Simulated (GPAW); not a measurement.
# BP (F-43m): dielectric function

Aim: the dielectric function of BP (F-43m), with and without local fields.

Main program and level: GPAW 26.7.0; PBE and many-body steps on it, plane waves.

## 1. The structure

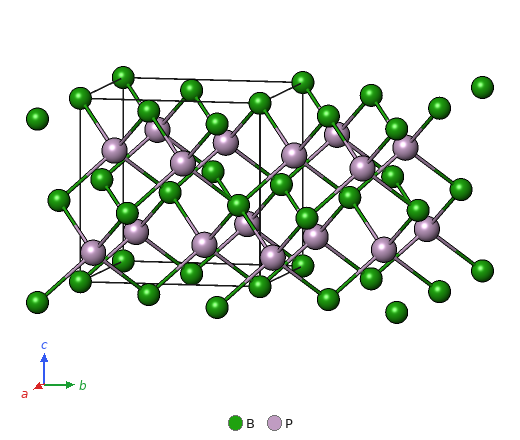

The cell as given, slightly off an axis (boron green, phosphorus pink). 2×2×1 cells are drawn. This picture shows the conventional cell, with its axes. Bonds to atoms that aren't drawn are left out. Some periodic images of atoms are drawn too.

Structure file:

```xyz
2
Lattice="0.0000 2.2690 2.2690 2.2690 0.0000 2.2690 2.2690 2.2690 0.0000" Properties=species:S:1:pos:R:3 pbc="T T T"
B     0.0000    0.0000    0.0000
P     1.1345    1.1345    1.1345
```

The cell and positions come from the Crystallography Open Database and are kept as given unless a step says otherwise.

## 2. Empty states on the mesh, 12×12×12 mesh, 31 bands

This step: GPAW 26.7.0; DFT, PBE, plane waves, PAW.

The sums over transitions need many empty states on a uniform mesh; this step solves for them.

The input, run.py:

```python
import json
import numpy as np
from gpaw.mpi import world
from gpaw import GPAW

calc = GPAW('gs.gpw').fixed_density(kpts={'size': (12, 12, 12), 'gamma': True},
    nbands=37,
    convergence={'bands': 31},
    txt='nscf.txt')
calc.write('full.gpw', mode='all')
res = {}
kpts = calc.get_ibz_k_points()
res['kpts'] = kpts
res['eigenvalues'] = [calc.get_eigenvalues(kpt=k) for k in range(len(kpts))]
res['n_electrons'] = calc.get_number_of_electrons()

if world.rank == 0:
    with open('result.json', 'w') as f:
        json.dump(res, f, default=lambda x: x.tolist())
```

The run is started by

```console
mpirun -n 4 gpaw python run.py
```

Numbers of over 12 decimals in the logs are rounded to 6 here.

What it wrote:

```text
Diagonalizing LCAO Hamiltonian
Converting LCAO to pw mode
convergence criteria:
- Maximum integral of absolute [eigenst]ate change: 4e-08 eV^2 / valence electron
maximum number of iterations: 100

SCF iterations
|iter     |     time |      energy | eigst |  dens |
|iter:   1|  |             | +3.92 |       |
|iter:   2|  |             | +2.29 |       |
|iter:   3|  |             | +0.70 |       |
[...]
|iter:  12|  |             | -6.65 |       |
|iter:  13|  |             | -7.16 |       |
|iter:  14|  |             | -7.64c|       |
SCF steps: 14
  __  _  _
 | _ |_)|_||  |
 |__||  | ||/\| - 26.7.0

Input parameters:
  mode=PW(ecut=600.0),
  convergence={'bands': 31},
  gpts=array([20, 20, 20]),
  kpts=MonkhorstPack(size=(12, 12, 12), gamma=True),
  maxiter=100,
  nbands=37,
  occupations=Occupations(name='fermi-dirac', width=0.001, fixmagmom=False),
  parallel={},
  xc=XC(name='PBE')
# Writing to full.gpw (mode='all')
  [... matrices ...]

timing:  # [seconds]
  Total: 0.070  # ━━━━━━━━━━━━━━━━━━━━━━━━━━━━━━━━━━━━━━━━━━━━━━━━━━━━━━━━━━━
```

The job ended after 16 s (4 MPI ranks of Intel Xeon Platinum 8259CL at 2.50GHz (Skylake/Cascade Lake), shared host; peak memory 0.68 GiB).

Numbers from this step:

```
gap                                                           : 1.240 eV
k of the valence top                                          : 0, 0, 0
k of the conduction bottom                                    : 0.4167, 0.4167, 0
least direct gap                                              : 3.405 eV
k points computed                                             : 72
lowest point of the top converged band, above the valence top : 50.2074 eV
```

On this mesh the gap is 1.240 eV.

## 3. RPA response

The response function is computed on a frequency grid, with local fields up to the given cutoff.

This step: linear response, RPA, on PBE, plane waves, PAW.

The input, run.py:

```python
import json
import numpy as np
from gpaw.mpi import world
from gpaw.response.df import DielectricFunction

df = DielectricFunction('full.gpw',
    ecut=50,
    nbands=31,
    eta=0.2,
    frequencies={'type': 'nonlinear', 'domega0': 0.05, 'omega2': 10.0},
    intraband=False,
    txt='df.txt')
res = {'optical': {}, 'eels': []}
for d in 'x':
    y0, y = df.get_dielectric_function(direction=d, xc='RPA', filename=None)
    res['optical'][d] = [y0.real, y0.imag, y.real, y.imag]
res['w'] = df.get_frequencies()
for q_c in [[0.0833333333, 0, 0], [0.25, 0, 0], [0.5, 0, 0], [0.75, 0, 0], [1.25, 0, 0]]:
    res['eels'].append(df.get_eels_spectrum(q_c=q_c, xc='RPA', filename=None))

if world.rank == 0:
    with open('result.json', 'w') as f:
        json.dump(res, f, default=lambda x: x.tolist())
```

The run is started by

```console
mpirun -n 4 gpaw python run.py
```

What it wrote:

```text
Using integrator: PointIntegrator
NonLinearFrequencyDescriptor(from 0.000 to 73.126 eV, 364 points)
Nonperiodic BCs:  [False False False]
Using integrator: PointIntegrator
NonLinearFrequencyDescriptor(from 0.000 to 73.126 eV, 364 points)
Nonperiodic BCs:  [False False False]

Calculating chi0 body with:
    Ground state adapter containing:
    Number of spins: 1
    Number of kpoints: 1728
    Number of irreducible kpoints: 72
    Number of completely occupied states: 4
    Number of partially occupied states: 4
    Occupied states memory: 0.48828125 M / cpu

    Linear response parametrization:
    q_c: [0.0, 0.0, 0.0]
    Number of frequency points: 364
    Planewave cutoff: 50.0
    Number of bands: 31
    Number of planewaves: 15
    Broadening (eta): 0.2
    comm.size: 4
    kncomm.size: 4
    blockcomm.size: 1

    Memory estimate of potentially large arrays:
        chi0_wGG: 1.249695 M / cpu
Integrating chi0 body.

Symmetries of q_c:
    Direct symmetries (Uq -> q): 24
    Indirect symmetries (TUq -> q): 24
In total 48 allowed symmetries.

  [... matrices ...]
72 groups of equivalent kpoints. 95.833333% reduction.

Integral kind: spectral function

Calculating chi0 optical extensions with:
    Ground state adapter containing:
    Number of spins: 1
    Number of kpoints: 1728
    Number of irreducible kpoints: 72
    Number of completely occupied states: 4
    Number of partially occupied states: 4
    Occupied states memory: 0.48828125 M / cpu

    Linear response parametrization:
    Number of frequency points: 364
    Planewave cutoff: 50.0
    Number of bands: 31
    Number of planewaves: 15
    Broadening (eta): 0.2
Integrating chi0 head and wings.

Symmetries of q_c:
    Direct symmetries (Uq -> q): 24
    Indirect symmetries (TUq -> q): 24
In total 48 allowed symmetries.

  [... matrices ...]
72 groups of equivalent kpoints. 95.833333% reduction.

Integral kind: spectral function wings

Calculating chi0 body with:
    Ground state adapter containing:
    Number of spins: 1
    Number of kpoints: 1728
    Number of irreducible kpoints: 72
    Number of completely occupied states: 4
    Number of partially occupied states: 4
    Occupied states memory: 0.48828125 M / cpu

    Linear response parametrization:
    q_c: [0.0833333333, 0.0, 0.0]
    Number of frequency points: 364
    Planewave cutoff: 50.0
    Number of bands: 31
    Number of planewaves: 15
    Broadening (eta): 0.2
    comm.size: 4
    kncomm.size: 4
    blockcomm.size: 1

    Memory estimate of potentially large arrays:
        chi0_wGG: 1.249695 M / cpu
Integrating chi0 body.

Symmetries of q_c:
    Direct symmetries (Uq -> q): 6
    Indirect symmetries (TUq -> q): 0
In total 6 allowed symmetries.

  [... matrices ...]
364 groups of equivalent kpoints. 78.935185% reduction.

Integral kind: spectral function

[... 4 further calls ...]
```

Wall time 17 s (4 MPI ranks); peak memory 0.91 GiB; 69 s of CPU time.

Numbers from this step:

| Item | Value |
| --- | --- |
| ε at zero frequency | 8.961 |
| the same without local fields | 9.438 |

The static value is 8.96.

The ε₂ has structure finer than the step of the table below, so its rows give means over 2.5 eV, whole bins alone (the curve runs from 0 to 39.8 eV). Peaks (eV: height): xx, no local fields 5.80: 30.0, 6.80: 21.0; xx, local fields 5.80: 27.8, 6.80: 20.0.

RPA, broadening 0.2 eV. The ε₂ by photon energy; means over each step:

| photon energy (eV) | xx, no local fields | xx, local fields |
| --- | --- | --- |
| 2.5 | 0.879 | 0.810 |
| 5.0 | 14.5 | 13.3 |
| 7.5 | 11.3 | 10.8 |
| 10.0 | 3.63 | 3.61 |
| 12.5 | 1.61 | 1.65 |
| 15.0 | 0.814 | 0.870 |
| 17.5 | 0.450 | 0.502 |
| 20.0 | 0.276 | 0.361 |
| 22.5 | 0.169 | 0.288 |
| 25.0 | 0.0920 | 0.114 |
| 27.5 | 0.0803 | 0.0845 |
| 30.0 | 0.0761 | 0.0702 |
| 32.5 | 0.0599 | 0.0549 |
| 35.0 | 0.0654 | 0.0683 |
| 37.5 | 0.0479 | 0.0555 |

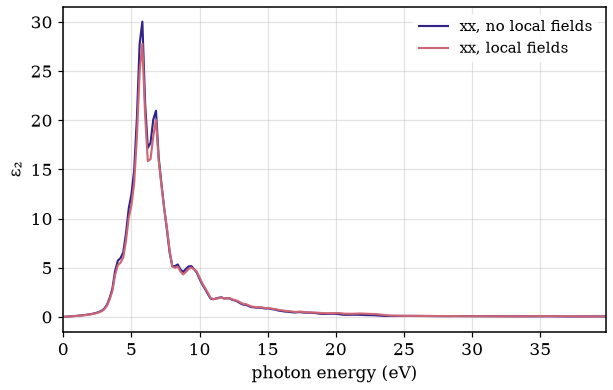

ε₂, plotted against photon energy.

Optical limit, local fields. The loss function, xx by energy loss; read off at these points:

| energy loss (eV) | loss function, xx |
| --- | --- |
| 0.0 | 0 |
| 2.0 | 0.00254 |
| 4.0 | 0.0223 |
| 6.0 | 0.0480 |
| 8.0 | 0.0819 |
| 10.0 | 0.127 |
| 12.0 | 0.272 |
| 14.0 | 0.361 |
| 16.0 | 0.581 |
| 18.0 | 1.26 |
| 20.0 | 2.43 |
| 22.0 | 2.97 |
| 23.6 | 5.02 |
| 24.0 | 4.04 |
| 26.0 | 0.915 |
| 28.0 | 0.417 |
| 30.0 | 0.251 |
| 32.0 | 0.170 |
| 34.0 | 0.146 |
| 36.0 | 0.173 |
| 38.0 | 0.106 |

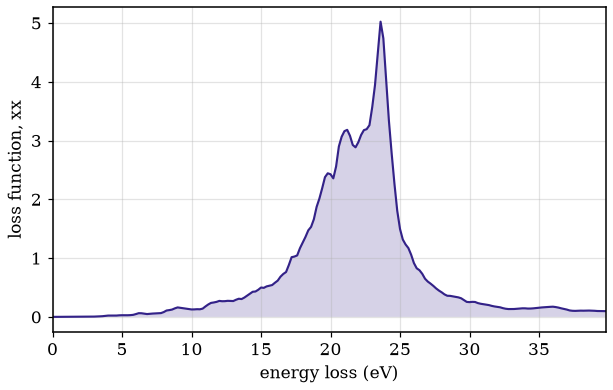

Loss function, xx against energy loss.

The -Im 1/eps(q) has structure finer than the step of the table below, so its rows give means over 5 eV, whole bins alone (the curve runs from 0 to 39.8 eV). Peaks (eV: height): q = 0.200 1/A 23.8: 4.69; q = 0.600 1/A 23.4: 4.60; q = 1.199 1/A 26.0: 1.95; q = 1.799 1/A 33.2: 1.08; q = 2.998 1/A 32.8: 0.312, 37.4: 0.311.

RPA, local fields; q along the first reciprocal vector. The -Im 1/eps(q) by energy loss; means over each step:

| energy loss (eV) | q = 0.200 1/A | q = 0.600 1/A | q = 1.199 1/A | q = 1.799 1/A | q = 2.998 1/A |
| --- | --- | --- | --- | --- | --- |
| 5 | 0.0295 | 0.0257 | 0.0219 | 0.0195 | 0.0264 |
| 10 | 0.153 | 0.131 | 0.0988 | 0.105 | 0.0941 |
| 15 | 0.496 | 0.427 | 0.314 | 0.211 | 0.128 |
| 20 | 2.25 | 1.55 | 0.678 | 0.434 | 0.167 |
| 25 | 2.24 | 2.55 | 1.73 | 0.642 | 0.201 |
| 30 | 0.290 | 0.437 | 1.23 | 0.897 | 0.248 |
| 35 | 0.151 | 0.206 | 0.431 | 0.869 | 0.289 |

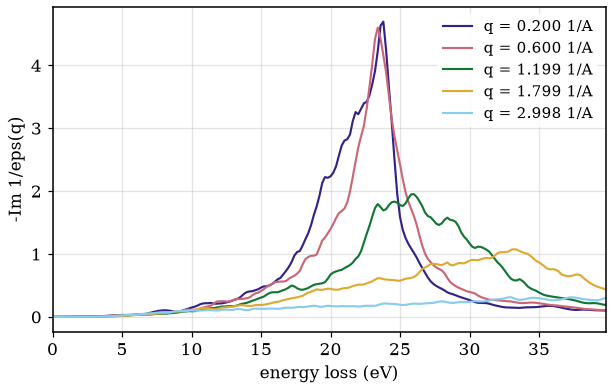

-Im 1/eps(q), plotted against energy loss.

## 4. ALDA response

This step: linear response, ALDA, on PBE, plane waves, PAW.

Changes to run.py since step 3:

```diff
@@ -14,7 +14,7 @@
 for d in 'x':
-    y0, y = df.get_dielectric_function(direction=d, xc='RPA', filename=None)
+    y0, y = df.get_dielectric_function(direction=d, xc='ALDA', filename=None)
     res['optical'][d] = [y0.real, y0.imag, y.real, y.imag]
 res['w'] = df.get_frequencies()
-for q_c in [[0.0833333333, 0, 0], [0.25, 0, 0], [0.5, 0, 0], [0.75, 0, 0], [1.25, 0, 0]]:
-    res['eels'].append(df.get_eels_spectrum(q_c=q_c, xc='RPA', filename=None))
+for q_c in [[0.5, 0, 0]]:
+    res['eels'].append(df.get_eels_spectrum(q_c=q_c, xc='ALDA', filename=None))
```

The run is started by

```console
mpirun -n 4 gpaw python run.py
```

What it wrote:

```text
Using integrator: PointIntegrator
NonLinearFrequencyDescriptor(from 0.000 to 73.126 eV, 364 points)
Nonperiodic BCs:  [False False False]
Using integrator: PointIntegrator
NonLinearFrequencyDescriptor(from 0.000 to 73.126 eV, 364 points)
Nonperiodic BCs:  [False False False]

Calculating chi0 body with:
    Ground state adapter containing:
    Number of spins: 1
    Number of kpoints: 1728
    Number of irreducible kpoints: 72
    Number of completely occupied states: 4
    Number of partially occupied states: 4
    Occupied states memory: 0.48828125 M / cpu

    Linear response parametrization:
    q_c: [0.0, 0.0, 0.0]
    Number of frequency points: 364
    Planewave cutoff: 50.0
    Number of bands: 31
    Number of planewaves: 15
    Broadening (eta): 0.2
    comm.size: 4
    kncomm.size: 4
    blockcomm.size: 1

    Memory estimate of potentially large arrays:
        chi0_wGG: 1.249695 M / cpu
Integrating chi0 body.

Symmetries of q_c:
    Direct symmetries (Uq -> q): 24
    Indirect symmetries (TUq -> q): 24
In total 48 allowed symmetries.

  [... matrices ...]
72 groups of equivalent kpoints. 95.833333% reduction.

Integral kind: spectral function

Calculating chi0 optical extensions with:
    Ground state adapter containing:
    Number of spins: 1
    Number of kpoints: 1728
    Number of irreducible kpoints: 72
    Number of completely occupied states: 4
    Number of partially occupied states: 4
    Occupied states memory: 0.48828125 M / cpu

    Linear response parametrization:
    Number of frequency points: 364
    Planewave cutoff: 50.0
    Number of bands: 31
    Number of planewaves: 15
    Broadening (eta): 0.2
Integrating chi0 head and wings.

Symmetries of q_c:
    Direct symmetries (Uq -> q): 24
    Indirect symmetries (TUq -> q): 24
[...]
(0,0)   1.00000000  0.99910375  yes
      (1,-1)  0.00000000  0.00000000  yes
      (1,0)   0.00000000  0.00000000  yes
[...]
In total: 0.999995 of the surface norm square is covered on average
      In total: 0.999995 of the surface norm square could be covered on average

    RSHE of atom 1
      (l,m)   max weight  avg weight  included
[...]
In total: 0.999982 of the surface norm square is covered on average
      In total: 0.999982 of the surface norm square could be covered on average

  [... matrices ...]

Calculating chi0 body with:
    Ground state adapter containing:
    Number of spins: 1
    Number of kpoints: 1728
    Number of irreducible kpoints: 72
    Number of completely occupied states: 4
    Number of partially occupied states: 4
    Occupied states memory: 0.48828125 M / cpu

    Linear response parametrization:
    q_c: [0.5, 0.0, 0.0]
    Number of frequency points: 364
    Planewave cutoff: 50.0
    Number of bands: 31
    Number of planewaves: 22
    Broadening (eta): 0.2
    comm.size: 4
    kncomm.size: 4
    blockcomm.size: 1

    Memory estimate of potentially large arrays:
        chi0_wGG: 2.688232421875 M / cpu
Integrating chi0 body.

Symmetries of q_c:
    Direct symmetries (Uq -> q): 6
    Indirect symmetries (TUq -> q): 6
In total 12 allowed symmetries.

  [... matrices ...]
189 groups of equivalent kpoints. 89.0625% reduction.

Integral kind: spectral function

Calculating ALDA kernel
Calculating f(G)
    Calculating PAW corrections

    RSHE of atom 0
      (l,m)   max weight  avg weight  included
[...]
[... further lines of this kind ...]
      In total: 0.999995 of the surface norm square is covered on average
      In total: 0.999995 of the surface norm square could be covered on average

    RSHE of atom 1
      (l,m)   max weight  avg weight  included
[...]
(4,-2)  0.00000000  0.00000000  yes
      (4,-1)  0.00000000  0.00000000  yes
      In total: 0.999982 of the surface norm square is covered on average
      In total: 0.999982 of the surface norm square could be covered on average
```

Run time: 8.3 s. Hardware: 4 MPI ranks; peak memory 0.9 GiB; 32 s of CPU time.

This step gave:

| Property | Result |
| --- | --- |
| ε at zero frequency | 9.092 |
| the same without local fields | 9.438 |

The static value is 9.09.

The ε₂ has structure finer than the step of the table below, so its rows give means over 2.5 eV, whole bins alone (the curve runs from 0 to 39.8 eV). Peaks (eV: height): xx, no local fields 5.80: 30.0, 6.80: 21.0; xx, local fields 5.80: 28.4, 6.80: 20.3.

ALDA, broadening 0.2 eV. The ε₂ by photon energy; means over each step:

| photon energy (eV) | xx, no local fields | xx, local fields |
| --- | --- | --- |
| 2.5 | 0.879 | 0.828 |
| 5.0 | 14.5 | 13.6 |
| 7.5 | 11.3 | 11.0 |
| 10.0 | 3.63 | 3.64 |
| 12.5 | 1.61 | 1.65 |
| 15.0 | 0.814 | 0.866 |
| 17.5 | 0.450 | 0.499 |
| 20.0 | 0.276 | 0.352 |
| 22.5 | 0.169 | 0.247 |
| 25.0 | 0.0920 | 0.102 |
| 27.5 | 0.0803 | 0.0801 |
| 30.0 | 0.0761 | 0.0687 |
| 32.5 | 0.0599 | 0.0557 |
| 35.0 | 0.0654 | 0.0677 |
| 37.5 | 0.0479 | 0.0518 |

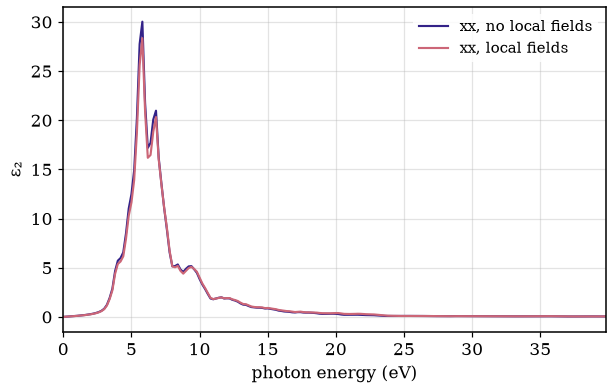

ε₂ against photon energy.

[end of part 1 of 2]

[Paths, hosts, dates, memory and timing lines, banners, echoed tables and standing remarks are left out of the program output.]

[Logs are printed without paths, hosts, clocks, repeated set-up lines and the standing remarks that a program may print on its own settings, such as how far it seeks lower states.]

[Runs of the session that timed out or met a known fault of the program may be left out.]

[Hosts, paths, dates, database ids (printed as entryN), source tags and the programs' standing remarks are cut or masked in the printed files.]
